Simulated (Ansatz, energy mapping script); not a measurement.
# LiNiSe2 in the alpha-NaFeO2 structure: J from the energies of magnetic orders, part 2 of 3

Wanted: the magnetic order of LiNiSe2 in the alpha-NaFeO2 structure, its couplings and an estimate of its ordering temperature, by PBEsol+U (7.8 eV).

PBEsol with U = 7.8 eV on Ni d, ortho-atomic projectors; plane waves, U on orthogonalised atomic orbitals unless named otherwise, collinear spin, no spin–orbit coupling.

So far. Step 4 (Order 1: parallel, cell A of 8 atoms): The run ends ferromagnetic.

## Step 5: Run 2 (compensated +−; cell A, 8 atoms)

This order reverses 4 of the 6 neighbours at 3.60 Å, 4 of the 6 neighbours at 6.23 Å and 4 of the 6 neighbours at 6.44 Å, counted for an average magnetic atom.

File input.yaml:

```yaml
crystal:
  lattice:
    - [-1.798064091, 3.114338361, -8.704e-06]
    - [-5.394192273, -3.114338361, 8.704e-06]
    - [1.798064091, 1.038129838, 6.100697506]
  atoms:
    - { symbol: Li, position: [0.5, 0.5, 0.0] }
    - { symbol: Li, position: [0.0, 0.0, 0.0] }
    - { symbol: Ni, position: [0.5, 0.0, 0.5], spin: 2.0 }
    - { symbol: Ni, position: [0.0, 0.5, 0.5], spin: -2.0 }
    - { symbol: Se, position: [0.5, 0.743619626, 0.730858878] }
    - { symbol: Se, position: [0.0, 0.243619626, 0.730858878] }
    - { symbol: Se, position: [0.5, 0.256380374, 0.269141122] }
    - { symbol: Se, position: [0.0, 0.756380374, 0.269141122] }
magnetization:
  spin_polarized: true
kpoints:
  mp_grid: { grid: [10, 6, 6] }
hamiltonian:
  xc: pbesol
  hubbard:
    sites:
      - { species: Ni, l: d, u_eff: 7.8 }
      - { site: 2, l: d, u_eff: 7.8, starting_ns: [{ spin: up, occupation_matrix: ni2_major }, { spin: down, occupation_matrix: ni2_minor }] }
      - { site: 3, l: d, u_eff: 7.8, starting_ns: [{ spin: up, occupation_matrix: ni2_minor }, { spin: down, occupation_matrix: ni2_major }] }
    projectors: ortho-atomic
    occupation_matrices:
      ni2_major:
        matrix:
          - [0.995, 0.0, 0.0, 0.0, 0.0]
          - [0.0, 0.983, 0.0, 0.0, 0.009]
          - [0.0, 0.0, 0.983, 0.009, 0.0]
          - [0.0, 0.0, 0.009, 0.989, 0.0]
          - [0.0, 0.009, 0.0, 0.0, 0.989]
      ni2_minor:
        matrix:
          - [0.993, 0.0, 0.0, 0.0, 0.0]
          - [0.0, 0.531, 0.0, 0.0, 0.317]
          - [0.0, 0.0, 0.531, 0.317, 0.0]
          - [0.0, 0.0, 0.317, 0.775, 0.0]
          - [0.0, 0.317, 0.0, 0.0, 0.775]
scf:
  occupations: { method: fermi_dirac, width: 0.03 }
output:
  eigenvalues: true
  write_density: true
  write_potential: true
  elf: true
  volumetric_format: npy
```

Command:

```
> ansatz run input.yaml --threads 4 --pin off --max-ram 8192MiB --backend cpu --events-out ev --progress --plain --runs-dir out
```

Numbers of over 12 decimals in the logs are rounded to 6 here.

Output:

```text
[...]
Crystal: 8 atoms, lattice volume = 136.650 Å³
Basis set: ecut = 420 eV, 2645 PW (Γ)
Bands: 66, of which v1, the nominal top of the filled ones, is band 53 counted from 1 (52 counted from 0)
Symmetry: 2 space group operations
k-points: 184 of 360
[...]
Starting moments: Σ|m| = 4 μB on 2 of 8 sites
[...]
the translation (0.5, 0.5, 0) carries every atom to within crystal.symmetry.tolerance of an atom of its element with the starting moment reversed, but both spin channels are solved: the dense FFT box has an odd point count along it
SCF iter   1: F=—  HF=-33720.832590 eV  |F-HF|=—  |Δ(HF+E_count)|=         —  Δρ=1.60e-1 (↑1.60e-1 ↓1.60e-1)  dr2=7.70e1  dr2_m=1.12e1  M=0.000 μB ∫|m|=0.692 μB  β_m=0.30  ethr=3.10e-3  ⟨swp⟩=6.0  Hψ=84017  notcnv=0  defer=146
[...]
SCF iter  19: F=-33711.440355 eV  HF=-33711.440355 eV  |F-HF|=9.08e-8  |Δ(HF+E_count)|=   2.67e-7  Δρ=5.39e-6 (↑5.38e-6 ↓5.39e-6)  dr2=8.12e-8  dr2_m=3.79e-9  M=0.000 μB ∫|m|=3.312 μB  ethr=9.43e-11  ⟨swp⟩=3.8  Hψ=69184  notcnv=0
SCF 1 converged in 19 iterations: F = -33711.440355 eV  dr2 = 8.12e-8
[...]
SCF converged after 19 iterations
Magnetization: 0.0000 μB (53.0000 up, 53.0000 down)
Absolute magnetization: 3.3082 μB (∫|ρ↑−ρ↓|, with the PAW one-centre terms)
[...]
Per-site moments (μB) at R_I (Å): [(0.024908, 1.091895), (-0.024906, 1.091895), (1.376458, 1.034899), (-1.376459, 1.034899), (0.037828, 1.034899), (-0.037829, 1.034899), (0.037828, 1.034899), (-0.037829, 1.034899)]
Free energy (F): -33711.440355 eV
[...]
Internal energy: -33711.424190 eV  (E = F + TS)
E sigma→0 (E₀):  -33711.432272 eV
Entropy (-TS):   -0.016165 eV (-2.021 meV/atom)
Fermi energy:    9.103845 eV
[...]
--- Specified on-site occupations, and those of the state reported ---
  electrons in the specified blocks: 17.0880 specified, 17.0862 found
[...]
--- Band table (eV; the first three rows and the last of 368) ---
  k-point 0 ↑: bands = [... 49 lower, 9.1258, 9.4353, 9.4506, 9.6927, 9.7716, 11.4278, 11.4888, 12.3915, ... 9 higher]
  k-point 1 ↑: bands = [... 49 lower, 8.6236, 9.3962, 9.3976, 9.4912, 9.7043, 11.3678, 11.3731, 12.5781, ... 9 higher]
  k-point 2 ↑: bands = [... 49 lower, 7.6460, 9.1368, 9.3248, 9.3514, 9.5482, 11.2679, 11.2907, 12.9005, ... 9 higher]
  k-point 183 ↓: bands = [... 49 lower, 7.2922, 7.6964, 7.7681, 9.6205, 9.6437, 11.4569, 11.4880, 12.3274, ... 9 higher]
Occupation matrices written to <dir>
```

Run time: 97 s. Hardware: 4 threads of Arm Neoverse V2, shared host; peak memory 2.5 GiB; 6.2 min of CPU time.

Spin moment in the sphere by atom:

| atom | spin moment in the sphere (μB) |
| --- | --- |
| Li1 | 0.02 |
| Li2 | -0.02 |
| Ni3 | 1.38 |
| Ni4 | -1.38 |
| Se5 | 0.04 |
| Se6 | -0.04 |
| Se7 | 0.04 |
| Se8 | -0.04 |

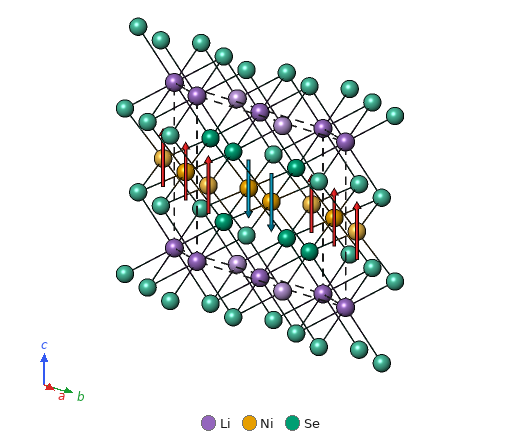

Spin moment in the sphere as arrows, the longest 1.38 μB. Up and down stand for the sign. Arrows give size and sign along the axis of quantisation, drawn up and down the page. The two directions have two colours. Some periodic images of atoms are drawn too.

The run ends antiferromagnetic, 71.71 meV a magnetic atom above the parallel order of its cell (energies taken at zero occupation width, not the printed F).

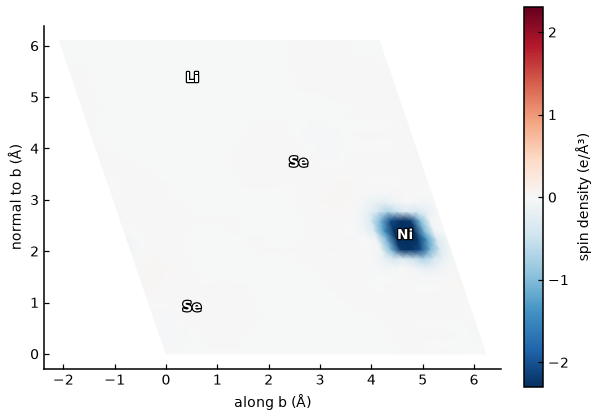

Spin density in the bc plane at fractional x = 0.000, with atoms of Li and Ni and Se within 0.2 Å of it. The map starts off the cell's origin, so that atoms lie inside it.

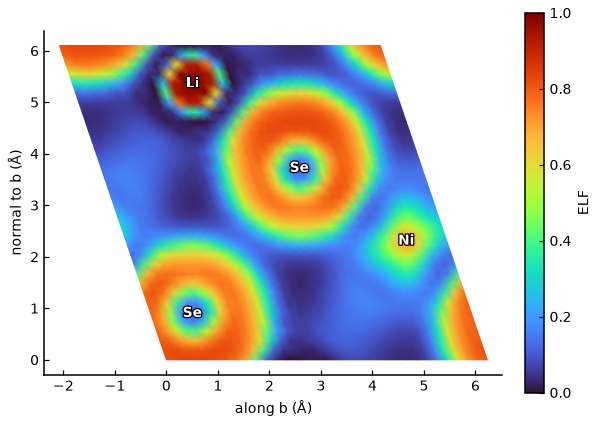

ELF in the bc plane at fractional x = 0.000, with atoms of Li and Ni and Se within 0.2 Å of it. It is the smooth field of the valence electrons, not physical close to the nuclei. The map starts off the cell's origin, so that atoms lie inside it.

## Step 6: Order 3: parallel, cell B of 12 atoms

A new cell needs its own zero of energy.

File input.yaml:

```yaml
crystal:
  lattice:
    - [-5.394192273, -3.114338361, 8.704e-06]
    - [-5.394192273, 3.114338361, -8.704e-06]
    - [-1.798064091, -1.038129838, -6.100697506]
  atoms:
    - { symbol: Li, position: [0.666666667, 0.666666667, 0.0] }
    - { symbol: Li, position: [0.333333333, 0.333333333, 0.0] }
    - { symbol: Li, position: [0.0, 0.0, 0.0] }
    - { symbol: Ni, position: [0.166666667, 0.666666667, 0.5], spin: 2.0 }
    - { symbol: Ni, position: [0.833333333, 0.333333333, 0.5], spin: 2.0 }
    - { symbol: Ni, position: [0.5, 0.0, 0.5], spin: 2.0 }
    - { symbol: Se, position: [0.910286293, 0.666666667, 0.269141122] }
    - { symbol: Se, position: [0.576952959, 0.333333333, 0.269141122] }
    - { symbol: Se, position: [0.243619626, 0.0, 0.269141122] }
    - { symbol: Se, position: [0.423047041, 0.666666667, 0.730858878] }
    - { symbol: Se, position: [0.089713707, 0.333333333, 0.730858878] }
    - { symbol: Se, position: [0.756380374, 0.0, 0.730858878] }
magnetization:
  spin_polarized: true
kpoints:
  mp_grid: { grid: [7, 7, 6] }
hamiltonian:
  xc: pbesol
  hubbard:
    sites:
      - { species: Ni, l: d, u_eff: 7.8 }
      - { site: 3, l: d, u_eff: 7.8, starting_ns: [{ spin: up, occupation_matrix: ni2_major }, { spin: down, occupation_matrix: ni2_minor }] }
      - { site: 4, l: d, u_eff: 7.8, starting_ns: [{ spin: up, occupation_matrix: ni2_major }, { spin: down, occupation_matrix: ni2_minor }] }
      - { site: 5, l: d, u_eff: 7.8, starting_ns: [{ spin: up, occupation_matrix: ni2_major }, { spin: down, occupation_matrix: ni2_minor }] }
    projectors: ortho-atomic
    occupation_matrices:
      ni2_major:
        matrix:
          - [0.995, 0.0, 0.0, 0.0, 0.0]
          - [0.0, 0.983, 0.0, 0.0, 0.009]
          - [0.0, 0.0, 0.983, 0.009, 0.0]
          - [0.0, 0.0, 0.009, 0.989, 0.0]
          - [0.0, 0.009, 0.0, 0.0, 0.989]
      ni2_minor:
        matrix:
          - [0.993, 0.0, 0.0, 0.0, 0.0]
          - [0.0, 0.531, 0.0, 0.0, 0.317]
          - [0.0, 0.0, 0.531, 0.317, 0.0]
          - [0.0, 0.0, 0.317, 0.775, 0.0]
          - [0.0, 0.317, 0.0, 0.0, 0.775]
scf:
  occupations: { method: fermi_dirac, width: 0.03 }
output:
  eigenvalues: true
```

Output:

```text
[...]
Crystal: 12 atoms, lattice volume = 204.975 Å³
Basis set: ecut = 420 eV, 4025 PW (Γ)
Bands: 99, of which v1, the nominal top of the filled ones, is band 80 counted from 1 (79 counted from 0)
Symmetry: 6 space group operations
k-points: 148 of 294
[...]
Starting moments: Σ|m| = 6 μB on 3 of 12 sites
[...]
k-point 0 ↑: bands = [... 76 lower, 8.1833, 8.5108, 8.5108, 9.1765, 9.4994, 9.4996, 9.8522, 9.8524, ... 15 higher]
  k-point 1 ↑: bands = [... 76 lower, 8.3455, 8.3564, 8.3564, 8.6632, 9.4569, 9.4572, 9.8852, 9.8854, ... 15 higher]
  k-point 2 ↑: bands = [... 76 lower, 8.1834, 8.1834, 8.5106, 8.5106, 9.3878, 9.3880, 9.9355, 9.9357, ... 15 higher]
  k-point 147 ↓: bands = [... 76 lower, 8.1799, 8.2243, 10.6702, 10.7164, 10.7751, 11.0124, 11.0760, 11.3405, ... 15 higher]
Occupation matrices written to <dir>
[key lines of the parts left out:]
SCF converged after 16 iterations
Magnetization: 3.3833 μB (81.1917 up, 77.8083 down)
Free energy (F): -50567.363910 eV
Fermi energy:    9.085859 eV
```

Elapsed: 2.6 min, on 4 threads; peak memory 4.3 GiB; 10 min of CPU time.

The run ends ferromagnetic. For each magnetic atom its energy differs from the parallel run of the first cell by 2.74 meV, an error that one common reference would have brought in.

## Step 7: Uncompensated ++− start in cell B (12 atoms)

This order reverses 4 of the 6 neighbours at 3.60 Å, 0 of the 6 neighbours at 6.23 Å and 2.67 of the 6 neighbours at 6.44 Å, counted for an average magnetic atom.

input.yaml, as its differences from that of step 6:

```diff
@@ -11,3 +11,3 @@
     - { symbol: Ni, position: [0.833333333, 0.333333333, 0.5], spin: 2.0 }
-    - { symbol: Ni, position: [0.5, 0.0, 0.5], spin: 2.0 }
+    - { symbol: Ni, position: [0.5, 0.0, 0.5], spin: -2.0 }
     - { symbol: Se, position: [0.910286293, 0.666666667, 0.269141122] }
@@ -29,3 +29,3 @@
       - { site: 4, l: d, u_eff: 7.8, starting_ns: [{ spin: up, occupation_matrix: ni2_major }, { spin: down, occupation_matrix: ni2_minor }] }
-      - { site: 5, l: d, u_eff: 7.8, starting_ns: [{ spin: up, occupation_matrix: ni2_major }, { spin: down, occupation_matrix: ni2_minor }] }
+      - { site: 5, l: d, u_eff: 7.8, starting_ns: [{ spin: up, occupation_matrix: ni2_minor }, { spin: down, occupation_matrix: ni2_major }] }
     projectors: ortho-atomic
```

Output:

```text
[...]
Crystal: 12 atoms, lattice volume = 204.975 Å³
Basis set: ecut = 420 eV, 4025 PW (Γ)
Bands: 99, of which v1, the nominal top of the filled ones, is band 80 counted from 1 (79 counted from 0)
Symmetry: 2 space group operations
k-points: 148 of 294
[...]
Starting moments: Σ|m| = 6 μB on 3 of 12 sites
[...]
k-point 0 ↑: bands = [... 76 lower, 8.4963, 9.1393, 9.2691, 9.3978, 9.4681, 9.4699, 11.0719, 11.3065, ... 15 higher]
  k-point 1 ↑: bands = [... 76 lower, 8.3427, 8.6342, 9.3114, 9.3536, 9.4485, 9.4570, 11.1017, 11.2789, ... 15 higher]
  k-point 2 ↑: bands = [... 76 lower, 8.2598, 8.4185, 9.3287, 9.3362, 9.4206, 9.4273, 11.1441, 11.2604, ... 15 higher]
  k-point 147 ↓: bands = [... 76 lower, 8.0367, 8.0856, 8.5165, 9.1652, 10.7291, 10.7699, 10.9897, 11.2314, ... 15 higher]
Occupation matrices written to <dir>
[key lines of the parts left out:]
SCF converged after 24 iterations
Magnetization: 0.9142 μB (79.9571 up, 79.0429 down)
Free energy (F): -50567.094332 eV
Fermi energy:    9.038226 eV
```

Elapsed: 3.8 min, on 4 threads; peak memory 4.3 GiB; 15 min of CPU time.

The run ends ferrimagnetic, 90.56 meV a magnetic atom above the parallel order of its cell (energies taken at zero occupation width, not the printed F).

## Step 8: Run 5 (parallel; cell C, 8 atoms)

The parallel order again, as the reference for this cell.

File input.yaml:

```yaml
crystal:
  lattice:
    - [-3.596128182, 0.0, 0.0]
    - [0.0, 6.228676722, -1.7408e-05]
    - [1.798064091, -1.038129838, -6.100697506]
  atoms:
    - { symbol: Li, position: [0.0, 0.0, 0.0] }
    - { symbol: Li, position: [0.5, 0.5, 0.0] }
    - { symbol: Ni, position: [0.25, 0.75, 0.5], spin: 2.0 }
    - { symbol: Ni, position: [0.75, 0.25, 0.5], spin: 2.0 }
    - { symbol: Se, position: [0.634570561, 0.878190187, 0.269141122] }
    - { symbol: Se, position: [0.134570561, 0.378190187, 0.269141122] }
    - { symbol: Se, position: [0.865429439, 0.621809813, 0.730858878] }
    - { symbol: Se, position: [0.365429439, 0.121809813, 0.730858878] }
magnetization:
  spin_polarized: true
kpoints:
  mp_grid: { grid: [11, 6, 11] }
hamiltonian:
  xc: pbesol
  hubbard:
    sites:
      - { species: Ni, l: d, u_eff: 7.8 }
      - { site: 2, l: d, u_eff: 7.8, starting_ns: [{ spin: up, occupation_matrix: ni2_major }, { spin: down, occupation_matrix: ni2_minor }] }
      - { site: 3, l: d, u_eff: 7.8, starting_ns: [{ spin: up, occupation_matrix: ni2_major }, { spin: down, occupation_matrix: ni2_minor }] }
    projectors: ortho-atomic
    occupation_matrices:
      ni2_major:
        matrix:
          - [0.995, 0.0, 0.0, 0.0, 0.0]
          - [0.0, 0.983, 0.0, 0.0, 0.009]
          - [0.0, 0.0, 0.983, 0.009, 0.0]
          - [0.0, 0.0, 0.009, 0.989, 0.0]
          - [0.0, 0.009, 0.0, 0.0, 0.989]
      ni2_minor:
        matrix:
          - [0.993, 0.0, 0.0, 0.0, 0.0]
          - [0.0, 0.531, 0.0, 0.0, 0.317]
          - [0.0, 0.0, 0.531, 0.317, 0.0]
          - [0.0, 0.0, 0.317, 0.775, 0.0]
          - [0.0, 0.317, 0.0, 0.0, 0.775]
scf:
  occupations: { method: fermi_dirac, width: 0.03 }
output:
  eigenvalues: true
```

Output:

```text
[...]
Crystal: 8 atoms, lattice volume = 136.650 Å³
Basis set: ecut = 420 eV, 2659 PW (Γ)
Bands: 66, of which v1, the nominal top of the filled ones, is band 53 counted from 1 (52 counted from 0)
Symmetry: 8 space group operations
[...]
k-points: 204 of 726
[...]
Starting moments: Σ|m| = 4 μB on 2 of 8 sites
[...]
k-point 0 ↑: bands = [... 49 lower, 7.7482, 9.0166, 9.1783, 9.5019, 9.5028, 9.8544, 9.8554, 12.9338, ... 9 higher]
  k-point 1 ↑: bands = [... 49 lower, 7.9257, 9.0118, 9.0797, 9.4876, 9.4885, 9.8657, 9.8667, 12.8914, ... 9 higher]
  k-point 2 ↑: bands = [... 49 lower, 8.3322, 8.5802, 9.2372, 9.4529, 9.4538, 9.8923, 9.8933, 12.7713, ... 9 higher]
  k-point 203 ↓: bands = [... 49 lower, 7.6093, 7.6864, 7.6892, 10.9916, 11.1098, 11.1436, 11.2773, 12.8614, ... 9 higher]
Occupation matrices written to <dir>
[key lines of the parts left out:]
SCF converged after 17 iterations
Magnetization: 2.2304 μB (54.1152 up, 51.8848 down)
Free energy (F): -33711.580326 eV
Fermi energy:    9.099983 eV
```

Wall time 96 s (4 threads); peak memory 2.8 GiB; 6.2 min of CPU time.

The run ends ferromagnetic. For each magnetic atom its energy differs from the parallel run of the first cell by 0.13 meV, an error that one common reference would have brought in.

## Step 9: Run 6 (compensated +−; cell C, 8 atoms)

This order reverses 4 of the 6 neighbours at 3.60 Å, 4 of the 6 neighbours at 6.23 Å and 2 of the 6 neighbours at 6.44 Å, counted for an average magnetic atom.

input.yaml, as its differences from that of step 8:

```diff
@@ -9,3 +9,3 @@
     - { symbol: Ni, position: [0.25, 0.75, 0.5], spin: 2.0 }
-    - { symbol: Ni, position: [0.75, 0.25, 0.5], spin: 2.0 }
+    - { symbol: Ni, position: [0.75, 0.25, 0.5], spin: -2.0 }
     - { symbol: Se, position: [0.634570561, 0.878190187, 0.269141122] }
@@ -24,3 +24,3 @@
       - { site: 2, l: d, u_eff: 7.8, starting_ns: [{ spin: up, occupation_matrix: ni2_major }, { spin: down, occupation_matrix: ni2_minor }] }
-      - { site: 3, l: d, u_eff: 7.8, starting_ns: [{ spin: up, occupation_matrix: ni2_major }, { spin: down, occupation_matrix: ni2_minor }] }
+      - { site: 3, l: d, u_eff: 7.8, starting_ns: [{ spin: up, occupation_matrix: ni2_minor }, { spin: down, occupation_matrix: ni2_major }] }
     projectors: ortho-atomic
```

Output:

```text
[...]
Crystal: 8 atoms, lattice volume = 136.650 Å³
Basis set: ecut = 420 eV, 2659 PW (Γ)
Bands: 66, of which v1, the nominal top of the filled ones, is band 53 counted from 1 (52 counted from 0)
Symmetry: 4 space group operations
[...]
k-points: 204 of 726
[...]
Starting moments: Σ|m| = 4 μB on 2 of 8 sites
[...]
k-point 0 ↑: bands = [... 49 lower, 8.9744, 9.1294, 9.3975, 9.4241, 9.4468, 11.2261, 11.2473, 13.0344, ... 9 higher]
  k-point 1 ↑: bands = [... 49 lower, 8.9667, 9.0165, 9.3956, 9.4369, 9.4505, 11.2365, 11.2602, 12.9934, ... 9 higher]
  k-point 2 ↑: bands = [... 49 lower, 8.5442, 9.1413, 9.3709, 9.4121, 9.5384, 11.2687, 11.2967, 12.8750, ... 9 higher]
  k-point 203 ↓: bands = [... 49 lower, 7.3865, 7.5458, 7.7192, 8.9232, 9.3061, 11.1092, 11.2065, 12.7472, ... 9 higher]
Occupation matrices written to <dir>
[key lines of the parts left out:]
SCF converged after 17 iterations
Magnetization: 0.0000 μB (53.0000 up, 53.0000 down)
Free energy (F): -33711.403148 eV
Fermi energy:    9.026848 eV
```

Run time: 100 s. Hardware: 4 threads; peak memory 2.8 GiB.

The run ends antiferromagnetic, 89.66 meV a magnetic atom above the parallel order of its cell (energies taken at zero occupation width, not the printed F).

[end of part 2 of 3]

[Logs and program files are shortened in this print: banners, set-up blocks, solver, clock and traceback lines can be left out without a mark of their own.]

[Logs are printed without paths, hosts, clocks, repeated set-up lines and the standing remarks that a program may print on its own settings, such as how far it seeks lower states.]

[Hosts, paths, dates, database ids (printed as entryN), source tags and the programs' standing remarks are cut or masked in the printed files.]

[Where a cell is said to come from a database of computed structures, the database is the Materials Project.]
